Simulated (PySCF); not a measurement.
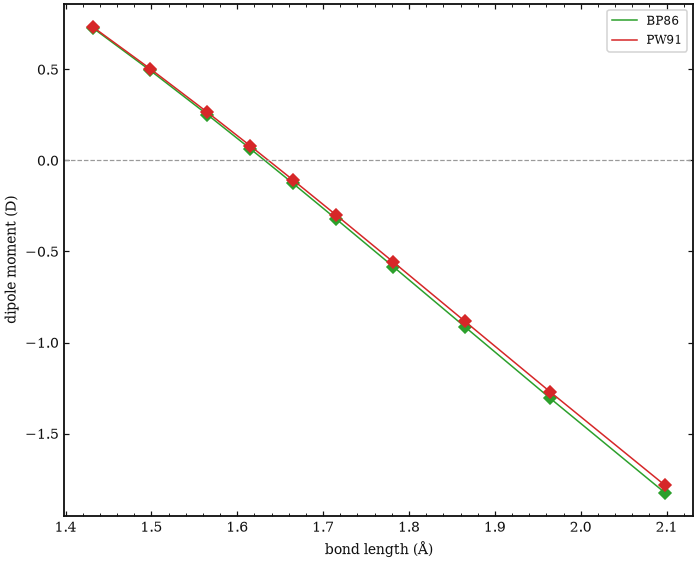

Bond curves of AlH, singlet, cc-pVTZ(-PP) (non-relativistic), PySCF: dipole moment, positive if the first atom is negative. One reference determinant with the occupation held, the lowest that a PBE0 search over spins and occupations found; no spin-orbit coupling. Straight lines join the computed points. References: UKS for BP86 and PW91.

**Order the curves at 2.10 Å, where they differ most.**

BP86 −1.82, PW91 −1.78 D, from lowest to highest.

**Give the values at the computed points.**

In D:
| bond length (Å) | BP86 | PW91 |
| --- | --- | --- |
| 1.43 | 0.73 | 0.73 |
| 1.50 | 0.49 | 0.50 |
| 1.57 | 0.25 | 0.26 |
| 1.62 | 0.06 | 0.08 |
| 1.67 | −0.13 | −0.11 |
| 1.71 | −0.32 | −0.30 |
| 1.78 | −0.58 | −0.56 |
| 1.86 | −0.91 | −0.88 |
| 1.96 | −1.31 | −1.27 |
| 2.10 | −1.82 | −1.78 |
